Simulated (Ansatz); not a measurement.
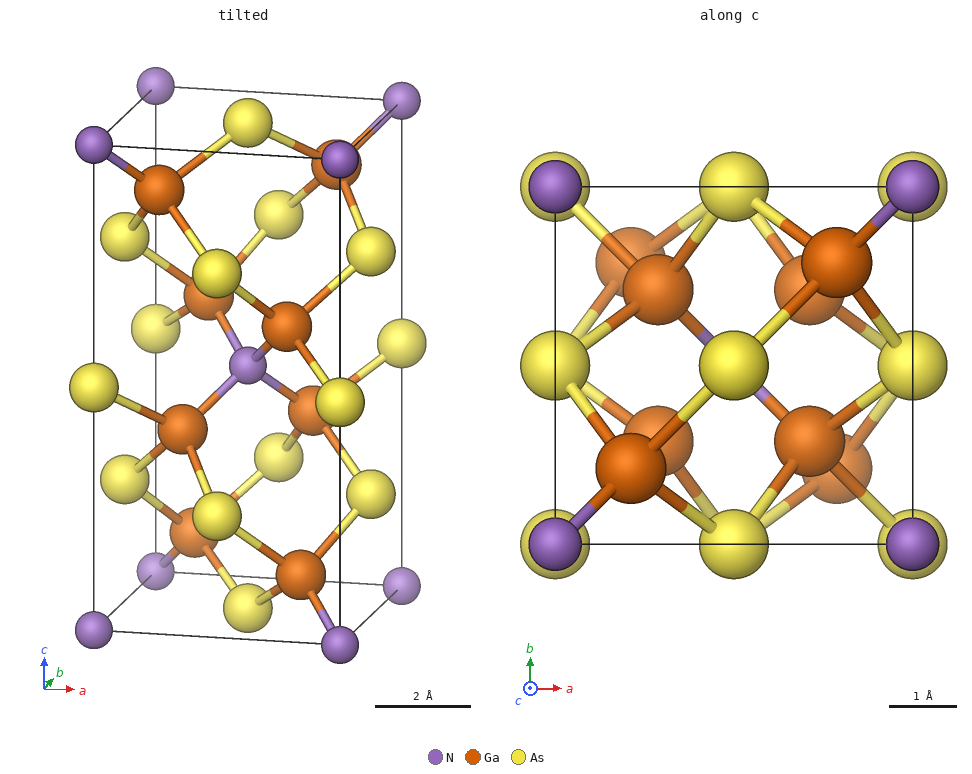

Crystal structure, ball-and-stick style, seen slightly off an axis and along the c axis. Thin lines show the conventional unit cell, with boundary atoms drawn in all their periodic places.

Ga$_{4}$As$_{3}$N, space group I-42m (No. 121), a = 5.388 Å, b = 5.388 Å, c = 10.614 Å, α = 90.00°, β = 90.00°, γ = 90.00°. Starting structure: a structure type filled with these elements by a generator (whether the compound takes this form wasn't checked). Earlier steps of the study, as a rule a relaxation of our own, may have changed the cell and positions, so they can lie some per cent off the listed ones. A calculation with Ansatz used it as input.

This one geometry was computed with Ansatz (DFT, plane waves, PAW) at five levels of theory: r2SCAN, HSE06, PBE, PBE0 and PBE with spin-orbit coupling. It was relaxed beforehand with r2SCAN.

Question: Which level gives the highest pressure at this volume, and what does that say about its equilibrium volume?

Answer: Highest: PBE (3.3 GPa) and PBE with spin-orbit coupling (3.3 GPa), which points to the largest equilibrium volume. Lowest, with the smallest volume: r2SCAN (0.0 GPa), HSE06 (0.4 GPa) and PBE0 (0.1 GPa). Levels within 0.5 GPa of each other can't be told apart.

Question: How does the band gap change with the level of theory?

Answer: PBE with spin-orbit coupling: a gap of 0.09 eV, direct; PBE: a gap of 0.16 eV, direct; r2SCAN: a gap of 0.52 eV, direct; HSE06: a gap of 0.93 eV, direct; PBE0: a gap of 1.54 eV, direct.

Question: Collect the results in a table.

Answer:
| level | cutoff (eV) | k-mesh of the run's cell | gap (eV) | pressure (GPa) |
| --- | --- | --- | --- | --- |
| r2SCAN | 500 | 6×6×6 | 0.52 | 0.0 |
| HSE06 | 420 | 4×4×4 | 0.93 | 0.4 |
| PBE | 420 | 6×6×6 | 0.16 | 3.3 |
| PBE0 | 420 | 4×4×4 | 1.54 | 0.1 |
| PBE with spin-orbit coupling | 420 | 6×6×6 | 0.09 | 3.3 |

Gaps are taken on the k-mesh or band path of each run.
